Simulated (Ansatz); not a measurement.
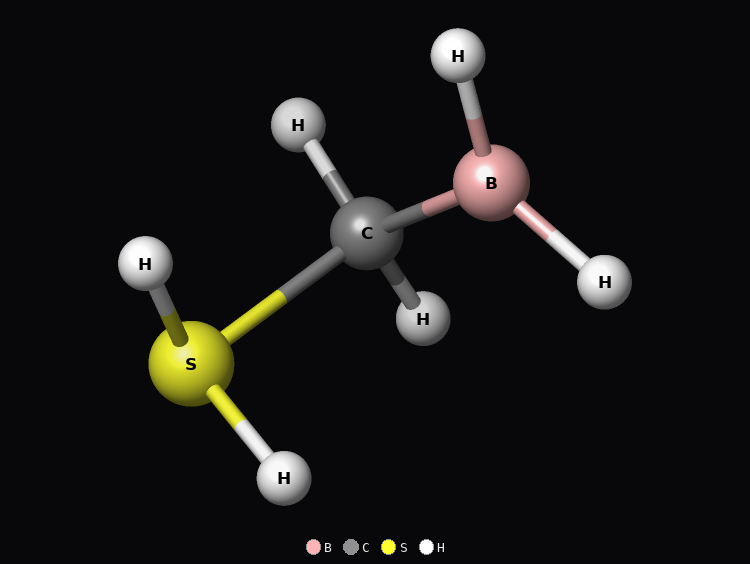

The structure as it stands in the input.

Ansatz 0.2.0 input:

```yaml
crystal:
  periodic: [false, false, false]
  atoms:
    - {symbol: B, position_ang: [-0.056719, -0.028689, -1.200292]}
    - {symbol: C, position_ang: [0.690464, -0.424750, 0.143726]}
    - {symbol: S, position_ang: [-0.292548, 0.264131, 1.497981]}
    - {symbol: H, position_ang: [-0.922401, -0.739880, -1.600371]}
    - {symbol: H, position_ang: [0.186850, 1.024505, -1.696985]}
    - {symbol: H, position_ang: [1.680386, 0.015210, 0.294779]}
    - {symbol: H, position_ang: [0.735060, -1.492704, 0.375798]}
    - {symbol: H, position_ang: [-1.533993, -0.145914, 1.138314]}
    - {symbol: H, position_ang: [-0.487098, 1.528082, 1.047060]}
basis:
  gaussian: {orbitals: def2-TZVPP}
total_charge: 1
hamiltonian: {xc: {name: wB97M-V}}
```

It was started with:

```sh
ansatz run in.yaml --threads 2 --pin off --events-out ev --progress --plain --max-ram 4352MiB
```

Output:

```
Functional definition: wB97M-V
  name "wB97M-V"
  cite "Mardirossian & Head-Gordon, J. Chem. Phys. 144, 214110 (2016) doi:10.1063/1.4952647"
  cite "Becke, J. Chem. Phys. 107, 8554 (1997) doi:10.1063/1.475007"
  cite "Vydrov & Van Voorhis, J. Chem. Phys. 133, 244103 (2010) doi:10.1063/1.3521275"
  # Of w^i u^j: cxij and so on, Table III.
  parameter omega = 0.3/bohr
  parameter cx = 0.15
  parameter cx01 = 1.007
  parameter cx10 = 0.259
  parameter css00 = 0.443
  parameter css04 = -1.437
  parameter css10 = -4.535
  parameter css20 = -3.390
  parameter css43 = 4.278
  parameter cos00 = 1.000
  parameter cos10 = 1.358
  parameter cos20 = 2.924
  parameter cos21 = -8.812
  parameter cos60 = -1.390
  parameter cos61 = 9.142
  parameter b = 6.0
  parameter c = 0.01
  gx(w, u) = 1 - cx + cx01*u + cx10*w
  gss(w, u) = css00 + css04*u^4 + css10*w + css20*w^2 + css43*w^4*u^3
  gos(w, u) = cos00 + cos10*w + (cos20 + cos21*u)*w^2 + (cos60 + cos61*u)*w^6
  exchange = spin_sum(e_x_unif_sr(omega)*gx(b97_w, b97_u_x)) + cx*exact_x_sr(omega) + exact_x_lr(omega)
  correlation = spin_sum(e_c_pw_mod_same_spin*gss(b97_w, b97_u_same))
      + integral(e_c_pw_mod_opposite_spin*gos(b97_w_opposite, b97_u_opposite)) + vv10(b, c)
994 factors; their error is unknown
255 factors; integrals over basis functions are off by at most 1.3e-5 eV
mean field evaluation 1: about -12631.2116 eV, gradient 4.8e1 eV
mean field evaluation 2: about -12633.2399 eV, gradient 3.8e1 eV
mean field evaluation 4: about -12636.7255 eV, gradient 8.9e-1 eV
mean field evaluation 8: about -12636.7270 eV, gradient 4.0e-1 eV
mean field evaluation 16: about -12636.7272 eV, gradient 5.9e-5 eV
mean field -12636.72723385 eV, -464.3911603628 hartree, gradient 5.9e-5 eV, S^2 0.000000; 0 other end points of the search recorded, 0 dependent functions left out
reference -12636.72728163 eV, -464.3911621184 hartree; 16, 16 occupied and 172, 172 virtual orbitals, 994 factors
Total energy: -12636.72728163 eV, -464.3911621184 hartree
```
